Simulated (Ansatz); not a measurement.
Relaxed BaTiO3 (cubic perovskite):

```xyz
5
Lattice="3.9940 0.0000 0.0000 0.0000 3.9940 0.0000 0.0000 0.0000 3.9940" Properties=species:S:1:pos:R:3 pbc="T T T"
Ba     0.0000     0.0000     0.0000
Ti     1.9970     1.9970     1.9970
O      0.0000     1.9970     1.9970
O      1.9970     1.9970     0.0000
O      1.9970     0.0000     1.9970
```

In this cell atom 5 (O, nearest neighbour Ti at 1.997 Å; its periodic images, 4.0 Å or more away, move with it) is moved by s towards the nearest neighbour, unit vector (0.000, -1.000, 0.000); all other atoms and the cell stay fixed.

Level of theory: r2SCAN (plane waves to 500 eV, PAW, scalar-relativistic; Ansatz, a first-principles code). k mesh 7×7×7 (Γ-centred), Fermi-Dirac smearing 0.05 eV. The energy includes the smearing's −TS. F∥ is the force on the atom along that direction. BaTiO3 is run without spin polarisation. BaTiO3 was relaxed with its symmetry unable to fall. This is a high-temperature form of BaTiO3. ΔE is measured from the undisplaced structure.

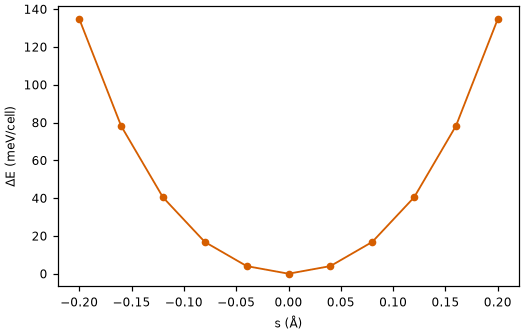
Figure: ΔE (meV/cell) against s (Å); computed points joined by lines.

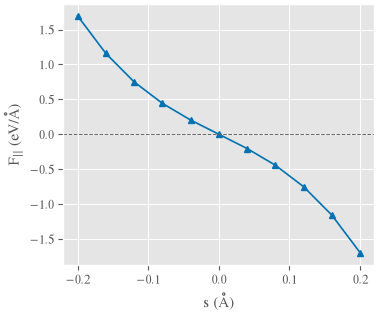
F∥ (eV/Å) against s (Å); markers are the computed points, lines only join them.

The force constant k = d²E/ds² at s = 0 (finite differences) is 4.96 eV/Å², the energy at s = 0.200 Å is 134.8 meV/cell and the force along the line at s = -0.200 Å is 1.70 eV/Å. Symmetry of the curve: even: the same for both signs. Harmonic estimate at the end of the scan: ½ks² = 99.3 meV/cell against the computed 134.8 meV/cell, so the well is stiffer than harmonic there.

The forces along the line at the two nearest points give (0.204 − (-0.204)) / (2·0.040) = 5.10 eV/Å²; the next pair corrects for the finite step.

(A displaced cell: forces are minus the slopes of the energy, force constants its curvatures, and phonons follow from these.)
